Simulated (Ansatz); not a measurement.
# InSiH4F (SMILES [F][InH][SiH3]) at CAM-B3LYP/def2-SVP (core potential)

What is the electronic atomisation energy of InSiH4F at CAM-B3LYP/def2-SVP (core potential)? 

The calculation is run with Ansatz 0.2.0.

56 further runs of the same task are left out: 56 set aside as unsound or not needed.

## Step 1: The structure to begin with

The species is InSiH4F (7 atoms), meant as a singlet with charge 0. As SMILES, `[F][InH][SiH3]`. Geometry: relaxed at PBE0-D4/def2-TZVP.

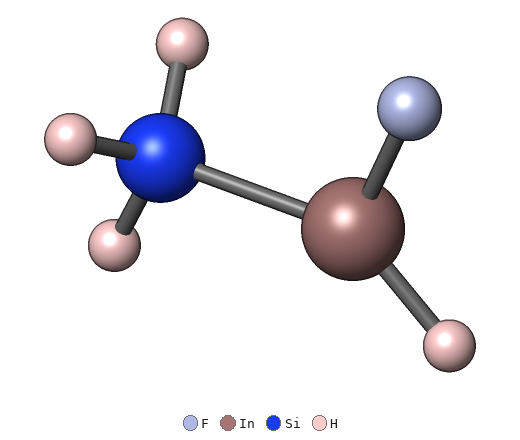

Viewed from a chosen angle; fluorine light blue, indium brown, silicon blue, hydrogen pink.

## Step 2: A single-point energy at CAM-B3LYP/def2-SVP (core potential)

run.yaml

```yaml
basis:
  gaussian:
    orbitals: def2-SVP
crystal:
  periodic: [false, false, false]
  atoms:
    - {symbol: F, position_ang: [-0.196000, -2.340000, 1.298800]}
    - {symbol: In, position_ang: [-0.756000, -1.164900, -0.176800]}
    - {symbol: Si, position_ang: [0.528000, 1.043100, -0.028600]}
    - {symbol: H, position_ang: [-1.937800, -1.965900, -1.125300]}
    - {symbol: H, position_ang: [1.986000, 0.765900, -0.108800]}
    - {symbol: H, position_ang: [0.226000, 1.696000, 1.272200]}
    - {symbol: H, position_ang: [0.149800, 1.965800, -1.131400]}
magnetization:
  spin_polarized: false
  initial_magnetization: 0
hamiltonian:
  xc: {name: CAM-B3LYP}
accuracy: high
output: {orbitals: {seedname: orbitals}}
```

Started as:

```console
$ ansatz run run.yaml --threads 1 --pin off --max-ram 3480MiB --events-out events.jsonl --progress --plain --runs-dir runs
```

Standard output:

```text
Warning: RAYON_NUM_THREADS=1 ignored (pool sized by the plan → 1); use --threads N
Functional definition: CAM-B3LYP
  name "CAM-B3LYP"
  parameter alpha = 0.19
  parameter beta = 0.46
  parameter omega = 0.33/bohr
  parameter ac = 0.81
  exchange = (1 - alpha - beta)*b88_x + beta*b88_x_sr(omega) + alpha*exact_x + beta*exact_x_lr(omega)
  correlation = (1 - ac)*vwn5_c + ac*lyp_c
1767 factors; integrals over basis functions are off by at most 7.9e-9 eV
428 factors; integrals over basis functions are off by at most 2.2e-9 eV
mean field evaluation 1: about -15824.6999 eV, gradient 4.0e1 eV
mean field evaluation 2: about -15816.9406 eV, gradient 8.2e1 eV
mean field evaluation 4: about -15827.7542 eV, gradient 1.0e0 eV
mean field evaluation 8: about -15827.8168 eV, gradient 3.6e-2 eV
mean field evaluation 16: about -15827.8168 eV, gradient 1.5e-5 eV
mean field -15827.81677855 eV, -581.6615381324 hartree, gradient 4.0e-8 eV, S^2 0.000000; 0 other end points of the search recorded, 0 dependent functions left out
reference -15827.81679946 eV, -581.6615389007 hartree; 24, 24 occupied and 54, 54 virtual orbitals, 1767 factors
Total energy: -15827.81679946 eV, -581.6615389007 hartree
```

Run time: 7.2 s. Hardware: 1 thread of Arm Neoverse V2, shared host; peak memory 0.29 GiB.

## Step 3: The F atom, same level

molecule.yaml

```yaml
crystal:
  periodic: [false, false, false]
  atoms:
    - {symbol: F, position_ang: [0.000000, 0.000000, 0.000000]}
basis:
  gaussian:
    orbitals: def2-SVP
magnetization:
  spin_polarized: true
  initial_magnetization: 1
hamiltonian:
  xc: {name: CAM-B3LYP}
accuracy: high
```

Run the same way, it converges to -99.61656 Eh (log not shown).

## Step 4: The H atom, same level

job.yaml

```yaml
crystal:
  periodic: [false, false, false]
  atoms:
    - {symbol: H, position_ang: [0.000000, 0.000000, 0.000000]}
basis:
  gaussian:
    orbitals: def2-SVP
magnetization:
  spin_polarized: true
  initial_magnetization: 1
accuracy: high
hamiltonian:
  xc: {name: CAM-B3LYP}
```

Started as:

```console
$ ansatz run job.yaml --threads 1 --pin off --max-ram 3480MiB --events-out events.jsonl --progress --plain --runs-dir runs
```

Standard output, shortened:

```text
Warning: RAYON_NUM_THREADS=1 ignored (pool sized by the plan → 1); use --threads N
[... 8 set-up lines as earlier in the session ...]
15 factors; integrals over basis functions are off by at most 8.9e-10 eV
15 factors; integrals over basis functions are off by at most 8.1e-10 eV
mean field evaluation 1: about -13.5409 eV, gradient 7.1e-1 eV
mean field evaluation 2: about -13.5417 eV, gradient 7.3e-1 eV
mean field evaluation 4: about -13.5484 eV, gradient 6.7e-5 eV
mean field evaluation 8: about -13.5484 eV, gradient 2.5e-10 eV
mean field -13.54840926 eV, -0.4978948570 hartree, gradient 1.9e-10 eV, S^2 0.750000; 0 other end points of the search recorded, 0 dependent functions left out
reference -13.54841854 eV, -0.4978951979 hartree; 1, 0 occupied and 4, 5 virtual orbitals, 15 factors
Total energy: -13.54841854 eV, -0.4978951979 hartree
```

It took 0.16 s on 1 thread of Arm Neoverse V2, shared host.

## Step 5: The In atom

job.yaml

```yaml
crystal:
  periodic: [false, false, false]
  atoms:
    - {symbol: In, position_ang: [0.000000, 0.000000, 0.000000]}
basis:
  gaussian:
    orbitals: def2-SVP
magnetization:
  spin_polarized: true
  initial_magnetization: 1
hamiltonian:
  xc: {name: CAM-B3LYP}
accuracy: high
```

Run the same way, it converges to -190.08766 Eh (log not shown).

## Step 6: The Si atom, same level

run.yaml

```yaml
crystal:
  periodic: [false, false, false]
  atoms:
    - symbol: Si
      position_ang: [0.000000, 0.000000, 0.000000]
basis:
  gaussian: {orbitals: def2-SVP}
magnetization: {spin_polarized: true, initial_magnetization: 2}
accuracy: high
total_charge: 0
hamiltonian: {xc: {name: CAM-B3LYP}}
```

Started as:

```console
$ ansatz run run.yaml --threads 1 --pin off --max-ram 3480MiB --events-out events.jsonl --progress --plain --runs-dir runs
```

Standard output, shortened:

```text
Warning: RAYON_NUM_THREADS=1 ignored (pool sized by the plan → 1); use --threads N
[... 8 set-up lines as earlier in the session ...]
134 factors; integrals over basis functions are off by at most 2.5e-9 eV
77 factors; integrals over basis functions are off by at most 5.9e-10 eV
mean field evaluation 1: about -7871.6174 eV, gradient 1.9e0 eV
mean field evaluation 2: about -7871.6601 eV, gradient 4.9e-1 eV
mean field evaluation 4: about -7871.6647 eV, gradient 7.9e-2 eV
mean field evaluation 8: about -7871.6648 eV, gradient 3.3e-4 eV
mean field evaluation 16: about -7871.6648 eV, gradient 1.1e-8 eV
mean field -7871.66476322 eV, -289.2783444423 hartree, gradient 1.1e-8 eV, S^2 2.003001; 0 other end points of the search recorded, 0 dependent functions left out
reference -7871.66477382 eV, -289.2783448317 hartree; 8, 6 occupied and 10, 12 virtual orbitals, 134 factors
Total energy: -7871.66477382 eV, -289.2783448317 hartree
```

It took 0.62 s on 1 thread of Arm Neoverse V2, shared host.

## Step 7: Summary of results

Level: CAM-B3LYP/def2-SVP (core potential).

| quantity | value |
| --- | --- |
| molecule: total energy | -581.66154 Eh |
| molecule: HOMO energy | -9.03 eV |
| molecule: LUMO energy | -1.06 eV |
| molecule: HOMO–LUMO gap | 7.98 eV |
| F atom: total energy | -99.61656 Eh |
| F atom: ⟨S²⟩ | 0.751 |
| H atom: total energy | -0.49790 Eh |
| H atom: ⟨S²⟩ | 0.750 |
| In atom: total energy | -190.08766 Eh |
| In atom: ⟨S²⟩ | 0.752 |
| Si atom: total energy | -289.27834 Eh |
| Si atom: ⟨S²⟩ | 2.003 |
| electronic atomisation energy | 18.705 eV |

What this shows: Taking the molecule apart into free atoms costs 18.71 eV (431 kcal/mol), before zero-point energy and without spin-orbit coupling.
